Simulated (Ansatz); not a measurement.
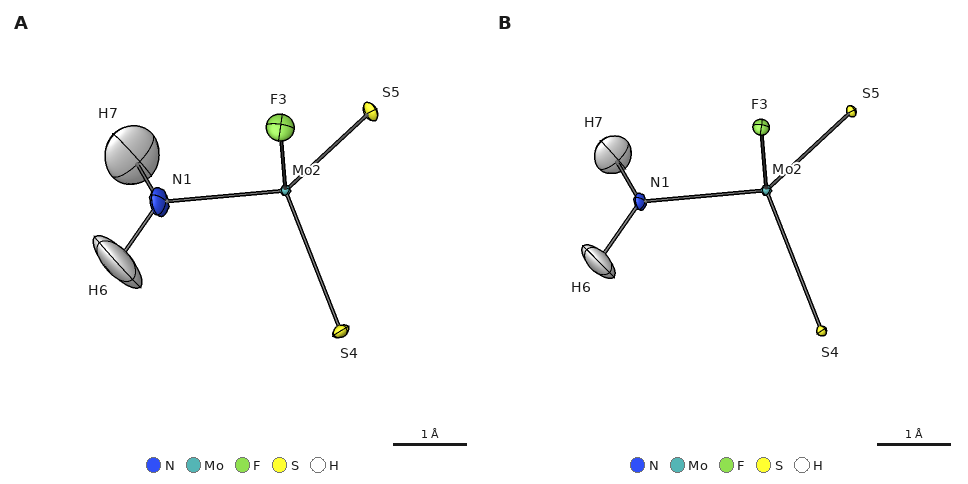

Displacement ellipsoids at the 50 % level, from the internal vibrations of the free molecule (harmonic, no overall translation or rotation; no half-axis is drawn under 0.075 Å). The species is neutral and a spin singlet. Vibrations computed with RKS PBE0-D4/def2-TZVP, core potentials on Mo (Ansatz 0.2.0). One panel is for 298 K, the other for 900 K.

Which panel is for 900 K?

A.

How much does the mean-square displacement of F3 grow, and why?

U_eq goes from 0.0046 to 0.0127 Å², a factor of 2.8. Modes below kT (626 cm⁻¹ at 900 K) grow about in proportion to T, and the lowest lies at 184 cm⁻¹; the mean-square amplitude of a mode is its zero-point value times coth(ħω/2kT), which comes close to 1 only above about 3kT.
